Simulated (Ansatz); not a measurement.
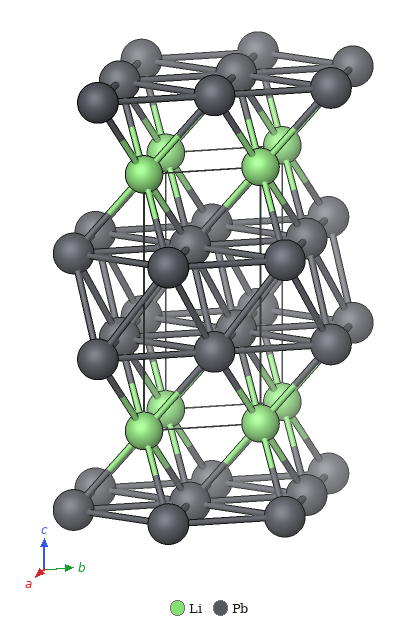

A ball-and-stick rendering, viewed slightly off an axis. The conventional unit cell is drawn as a box. Periodic images bonded to atoms of the box are shown as well.

LiPb2, space group P-3m1 (No. 164), a = 3.556 Å, b = 3.556 Å, c = 7.483 Å, α = 90.00°, β = 90.00°, γ = 120.00°. The model was built from a structure type filled with these elements by a generator (whether the compound takes this form wasn't checked). Earlier steps of the study may have refined or changed the cell and positions. A calculation with Ansatz used it as input.

This one geometry was computed with Ansatz (DFT, plane waves, PAW) at three levels of theory: PBE, PBE with spin-orbit coupling and r2SCAN.

Question: How does the band gap change with the level of theory?

Answer: All levels give a metal.

Question: Collect the results in a table.

Answer:
| level | cutoff (eV) | k-mesh of the run's cell | gap (eV) | pressure (GPa) |
| --- | --- | --- | --- | --- |
| PBE | 420 | 18×18×6 | metal | 0.0 |
| PBE with spin-orbit coupling | 420 | 18×18×6 | metal | 0.0 |
| r2SCAN | 500 | 18×18×6 | metal | -0.9 |

Gaps are taken on the k-mesh or band path of each run.
